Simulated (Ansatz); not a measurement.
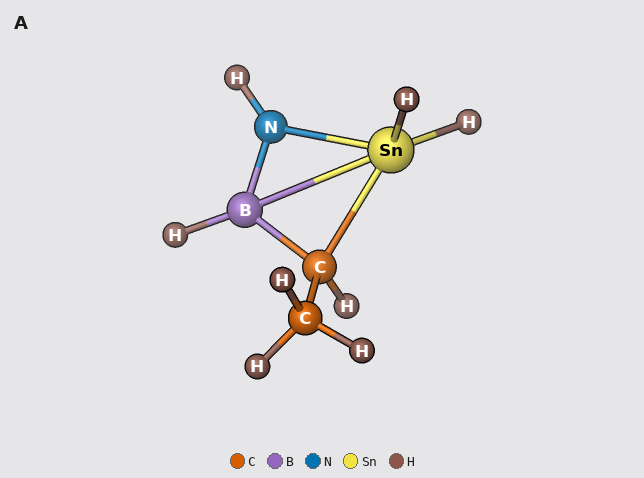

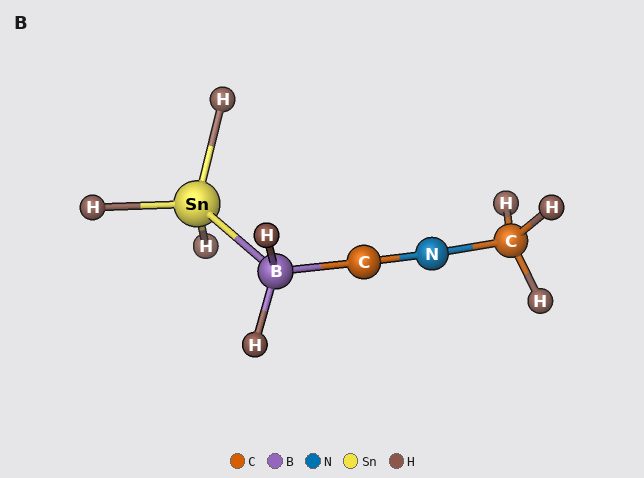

2 stationary structures of one formula. Geometries: PBE-D4/def2-SVP. Electronic energies: PBE-D4/def2-SVP (Ansatz 0.2.0), without zero-point energy. No frequency run is at hand to confirm each as a minimum. Each is one conformer, not always the lowest.

### Which structure is the most stable?

A is lowest; B lies 138.0 kJ/mol above it.
